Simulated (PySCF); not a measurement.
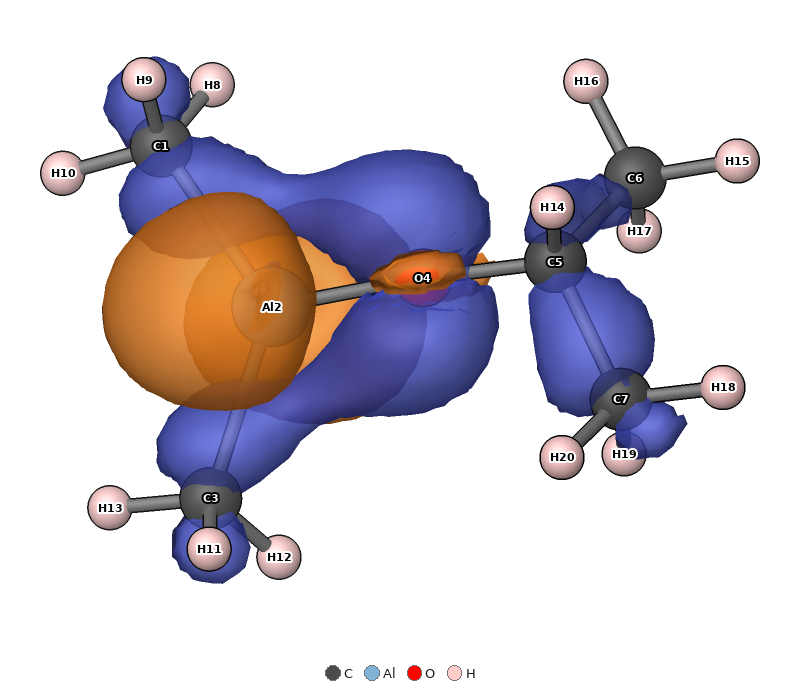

Figure. C$_{5}$H$_{13}$AlO, SMILES `C[Al](C)OC(C)C`. Unrelaxed difference density of S₃ less the ground state (TDA singlet states), ±0.02 e/Å³; orange: gain, blue: loss.

Level of theory: CAM-B3LYP/def2-SVP (PySCF), at a geometry from GFN2-xTB. No frequency check shows the geometry to be a minimum. Without diffuse functions Rydberg states are missing, so the states' numbers hold for this basis only.

Cartesian coordinates (Å):

```
C1      -2.3754    1.6555    0.1272
Al2     -1.2870   -0.0205    0.0348
C3      -2.0265   -1.8463   -0.3183
O4       0.3383    0.1224    0.2872
C5       1.7269    0.1806    0.4002
C6       2.2900    1.1826   -0.6062
C7       2.3275   -1.2076    0.1842
H8      -2.0391    2.3939   -0.6062
H9      -2.2878    2.1369    1.1055
H10     -3.4370    1.4800   -0.0529
H11     -1.8288   -2.5280    0.5138
H12     -1.5664   -2.3019   -1.1999
H13     -3.1050   -1.8423   -0.4821
H14      1.9716    0.5212    1.4181
H15      3.3680    1.2670   -0.4959
H16      1.8370    2.1581   -0.4469
H17      2.0575    0.8537   -1.6169
H18      3.4071   -1.1785    0.3067
H19      2.0879   -1.5551   -0.8183
H20      1.9047   -1.9062    0.9023
```

How does the charge move on excitation?

0.80 e is displaced in all, of which about 0.6 e passes between atoms: O4 (0.34 e) and C7 (0.06 e) lose electrons and Al2 (0.51 e) gains them. The state: 7.25 eV (171 nm), f = 0.001 (very weak); the leading pair carries 99 %; hole on O4 (42 %), Al2 (14 %) and C1 (9 %), electron on Al2 (65 %), O4 (8 %) and C1 and C3 (6 % each); their centroids lie 1.1 Å apart.

Cost of the run: 8.8 min on 1 thread of Intel(R) Xeon(R) Platinum 8259CL CPU @ 2.50GHz (Skylake/Cascade Lake), on a shared host, peak memory 1 GiB.
